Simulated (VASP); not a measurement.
Band structure of SnS (space group Pnma). Method: modified Becke-Johnson potential (mBJ), VASP's PBE PAW potentials (set 64) (plane waves; VASP).

mBJ is a potential without an energy functional, so only the levels count. The path is coarsely sampled, so an indirect gap can come out somewhat too large. Unless said otherwise, spin-orbit coupling is left out, though it shifts the bands of the heavy elements here.

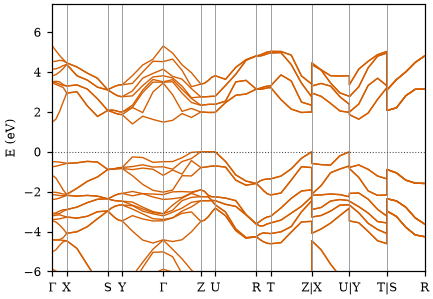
Figure: Bands along high-symmetry lines, zero at the valence-band maximum or, without a gap, the Fermi level

Read the plot: is there a gap, and where are the band edges?

The gap is indirect, 1.39 eV, from the valence maximum at Z-U at 0.25 to the conduction minimum at Y-Γ at 0.25.

The structure comes from a computed database's SnS entry (Pnma); how it stands against other phases isn't given here. It was relaxed first. The cell's shape comes from a PBE relaxation.
